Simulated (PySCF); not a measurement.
NMR shielding calculation, with input and output: C3H8Si

- system: C3H8Si, SMILES C=C(C)[SiH3]
- method: GIAO PBE0/pcSseg-1 NMR shielding, non-relativistic, gas phase (PySCF 2.14.0)

The geometry comes from this level: GFN2-xTB. Figures and captions count atoms from 1; the log counts them from 0 in places.

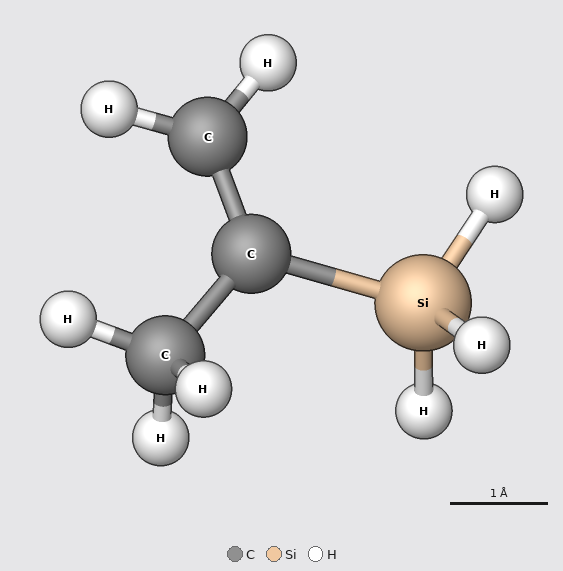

**Figure 1.** The structure (ball-and-stick view, seen at a tilt).

### The input
```
{"job": {"kind": "nmr", "xc": "PBE0", "basis": "pcSseg-1"}, "charge": 0, "multiplicity": 1}
C     -0.638009     1.440605     0.382157
C     -0.201480     0.221173     0.097546
C     -1.066205    -0.982761     0.323181
Si     1.520281    -0.107052    -0.606659
H     -0.029473     2.315606     0.224759
H     -1.623919     1.621869     0.786329
H     -0.579979    -1.669140     1.015633
H     -2.038270    -0.707577     0.729192
H     -1.217050    -1.516683    -0.614563
H      2.240693     1.155394    -0.769454
H      1.385418    -0.780437    -1.902885
H      2.249193    -0.991683     0.308737
```

The first line tells a small driver script what to run in PySCF; the rest is the geometry in Å.

Machine: 1 CPU thread, shared host.

Launch command:
```bash
OMP_NUM_THREADS=1 python <driver script> task.json out
```

### What the program printed
```
coarse grid: 9848 points
cycle   1  E = -408.2402962396  dE =  1.394e-01  |g| = 3.286e-01  |ddm| = 2.937e+00
cycle   2  E = -408.2348701093  dE =  5.426e-03  |g| = 3.594e-01  |ddm| = 6.250e-01
cycle   3  E = -408.2699662903  dE = -3.510e-02  |g| = 2.763e-02  |ddm| = 3.564e-01
cycle   4  E = -408.2700477338  dE = -8.144e-05  |g| = 2.186e-02  |ddm| = 3.803e-02
cycle   5  E = -408.2701597524  dE = -1.120e-04  |g| = 5.286e-03  |ddm| = 1.934e-02
cycle   6  E = -408.2701671315  dE = -7.379e-06  |g| = 1.241e-03  |ddm| = 5.975e-03
final grid: 88528 points
cycle   7  E = -408.2937092777  dE = -1.822e-05  |g| = 6.008e-03  |ddm| = 1.809e-02
cycle   8  E = -408.2937064132  dE =  2.864e-06  |g| = 6.806e-03  |ddm| = 1.158e-02
cycle   9  E = -408.2937191246  dE = -1.271e-05  |g| = 2.399e-04  |ddm| = 6.346e-03
cycle  10  E = -408.2937191359  dE = -1.135e-08  |g| = 9.142e-05  |ddm| = 3.416e-04
cycle  11  E = -408.2937191377  dE = -1.847e-09  |g| = 3.292e-05  |ddm| = 1.067e-04
cycle  12  E = -408.2937191380  dE = -2.327e-10  |g| = 1.317e-05  |ddm| = 3.405e-05
```

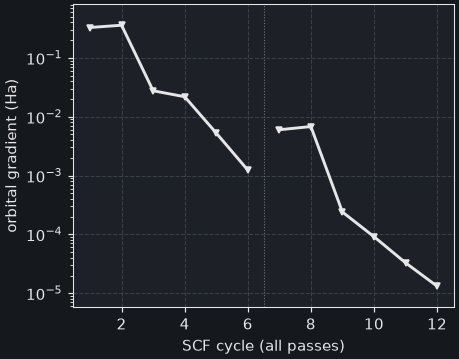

**Figure 2.** Convergence of the self-consistent field: orbital gradient against the SCF cycle. The dotted line marks the change from a coarse to the final integration grid. The first 6 cycles use a coarse grid, the final grid takes over at cycle 7, and the field converges after 12 cycles in all.

```
converged SCF energy = -408.2937191380

GIAO shielding tensors (ppm)
atom      isotropic    diamagn.    paramagn.     s11        s22        s33       span
  0 C       50.336     253.256    -202.921    -63.032     71.747    142.291    205.323
  1 C       38.374     261.863    -223.489    -76.765     14.539    177.349    254.115
  2 C      158.584     247.481     -88.897    144.239    145.500    186.013     41.774
  3 Si     418.268     881.027    -462.760    370.481    414.743    469.578     99.097
  4 H       25.950      31.474      -5.523     22.932     24.592     30.327      7.394
  5 H       25.646      31.232      -5.586     22.315     25.311     29.313      6.998
  6 H       29.632      29.949      -0.317     25.877     28.394     34.625      8.749
  7 H       29.693      30.418      -0.725     26.300     28.223     34.555      8.255
  8 H       29.631      29.941      -0.310     25.874     28.394     34.625      8.751
  9 H       27.653      29.709      -2.057     24.478     26.227     32.253      7.775
 10 H       27.553      29.361      -1.808     24.647     25.973     32.039      7.392
 11 H       27.554      29.361      -1.807     24.645     25.978     32.040      7.395
```

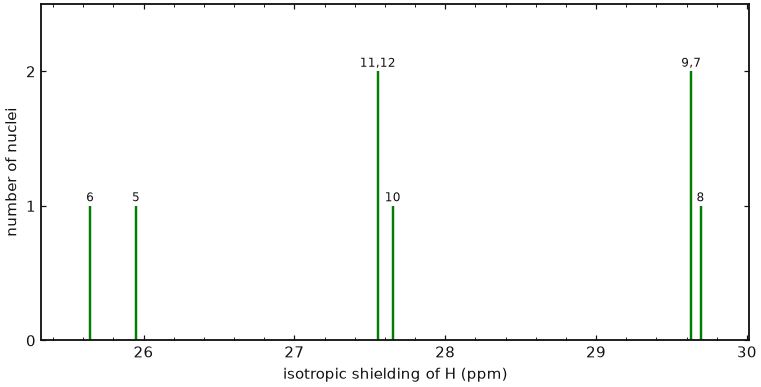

**Figure 3.** Isotropic shieldings of the hydrogen nuclei in this fixed geometry, labelled by atom number; shielding grows to the right, so chemical shift grows to the left. The least shielded is H6 (25.6 ppm), the most shielded H8 (29.7 ppm).

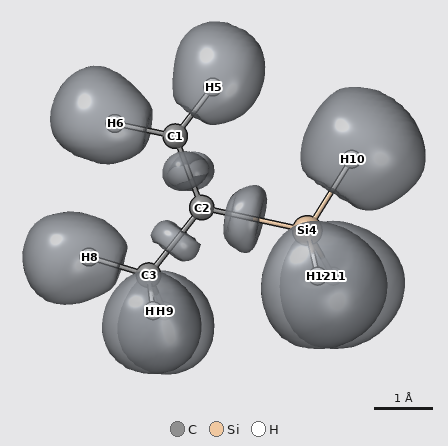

**Figure 4.** Isosurface of the ELF at 0.8 (grey), seen face on. Only the valence region is drawn (cores and ρ < 0.01 e/Å³ removed). Along the contacts the grid gives the following. C–C (1.33 Å): the ELF peaks at about 0.95 between the atoms (a multiple bond by its length, whose ELF region spreads away from the axis).

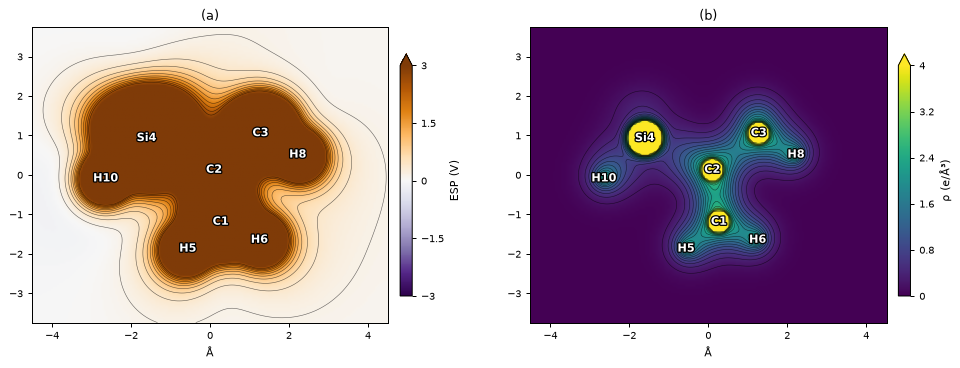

**Figure 5.** (a) electrostatic potential; (b) total electron density on the plane of atoms H5, C1 and H6. Atoms in the plane: C, Si and H. C–C (1.33 Å): ρ is about 2.3 e/Å³ halfway. C–H (1.08 Å): ρ is about 2 e/Å³ halfway. C–C (1.50 Å): ρ is about 1.7 e/Å³ halfway. Si–H (1.46 Å): ρ is about 0.81 e/Å³ halfway. The potential has no marked negative region in this plane.

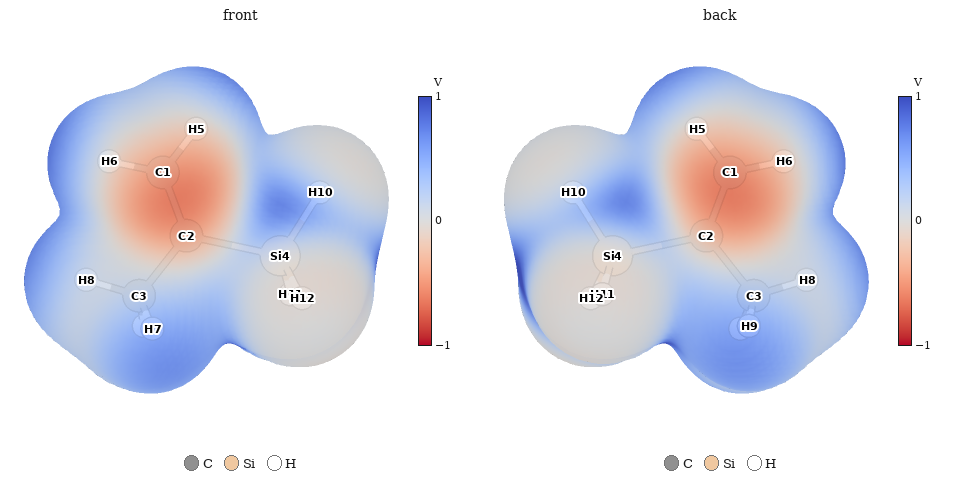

**Figure 6.** The molecular electrostatic potential painted on the density surface at 0.002 e/bohr³, seen face on and from behind; the colour scale runs from red (negative) to blue (positive). Its dipole moment is 0.55 D.

### Summary

| quantity | value |
| --- | --- |
| outcome | converged |
| total energy | −408.293719 hartree |
| HOMO | −7.57 eV |
| LUMO | −0.04 eV |
| dipole moment | 0.55 D |
| isotropic shielding, C | 38.4 to 158.6 ppm |
| isotropic shielding, Si | 418.3 ppm |
| isotropic shielding, H | 25.6 to 29.7 ppm |
| wall time | 8.7 s |
| peak memory | 0.53 GiB |
